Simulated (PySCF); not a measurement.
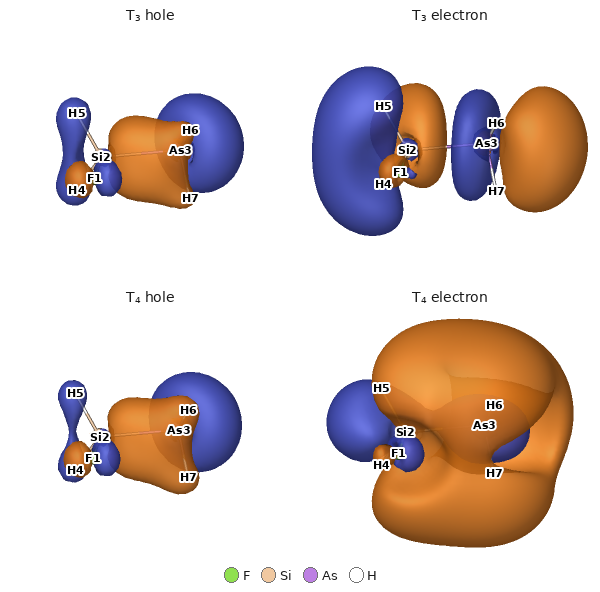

Figure 1: AsFH$_{4}$Si, SMILES `F[SiH2][AsH2]`. Leading natural transition orbitals (full linear response triplet states).

Level of theory: B3LYP/def2-SVPD (PySCF), at a geometry from GFN2-xTB. No frequency check shows the geometry to be a minimum. GFN2-xTB bond lengths at metals and heavier atoms can be off by up to 0.1 Å and shapes distorted, which carries into these values.

Geometry (Å), atoms numbered from 1:

```
F1       2.0546    0.8136    0.0001
Si2      1.1604   -0.5344   -0.0001
As3     -1.0972    0.0146    0.0000
H4       1.6202   -1.2217   -1.2044
H5       1.6197   -1.2213    1.2054
H6      -0.8854    1.0610    1.0559
H7      -0.8850    1.0607   -1.0567
```

Question: Describe these excited states.

Answer: By state:
- T₃: 5.95 eV (208 nm), spin-forbidden from the singlet ground state, partly diffuse acceptor orbital; the leading pair carries 100 %; hole on As3 (65 %), Si2 (18 %) and F1 (6 %), electron on Si2 (39 %), As3 (33 %) and H4 and H5 (8 % each) (atom shares of so diffuse an orbital are rough); their centroids lie 0.9 Å apart.
- T₄: 6.38 eV (194 nm), spin-forbidden from the singlet ground state, partly diffuse acceptor orbital; the leading pair carries 97 %; hole on As3 (67 %), Si2 (15 %) and F1 (6 %), electron on As3 (38 %), Si2 (24 %) and H6 and H7 (12 % each) (atom shares of so diffuse an orbital are rough); their centroids lie 0.5 Å apart.
